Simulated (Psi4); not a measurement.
## CH5NOSi (SMILES CO[Si]N): methods side by side

The species is CH5NOSi (9 atoms), meant as a singlet with charge 0. As SMILES, `CO[Si]N`. Geometry: optimised at PBE0/def2-TZVP. This is one conformer, not always the lowest.

```xyz
9

C    -0.0722    0.4700   -1.6339
O     0.1710    0.2423   -0.2661
Si   -0.6242   -0.9285    0.6018
N     0.1396   -0.6483    2.1002
H    -0.4130    1.4984   -1.7793
H    -0.8345   -0.2089   -2.0364
H     0.8522    0.3269   -2.1996
H    -0.0800   -1.1844    2.9233
H     0.8458    0.0555    2.2596
```

Quantity: the dipole moment, in D. The values are calculated.

```tsv
level	kind	program	value (D)	CPU time
PBE-D4/def2-TZVPP (density fitting)	GGA	Psi4	0.96	64 s
r2SCAN-D4/def2-TZVPP (density fitting)	meta-GGA	Psi4	1.01	3.7 min
B3LYP-D4/def2-TZVPP (density fitting)	global hybrid	Psi4	0.77	71 s
PBE0-D4/def2-TZVPP (density fitting)	global hybrid	Psi4	0.88	60 s
wB97M-V/def2-TZVPP (density fitting)	range-separated hybrid	Psi4	0.71	4 min
```

The values span 0.71 to 1.01 D. Magnitudes only. CPU times are rough (shared hosts, several kinds of processor and program).

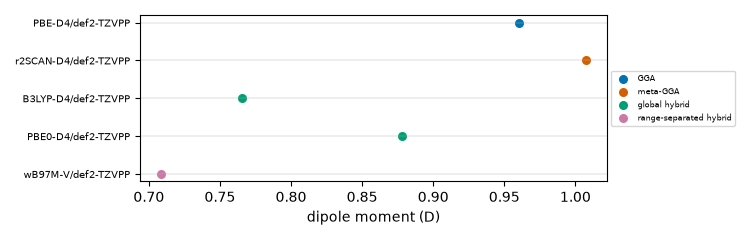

The values of the table, level by level.
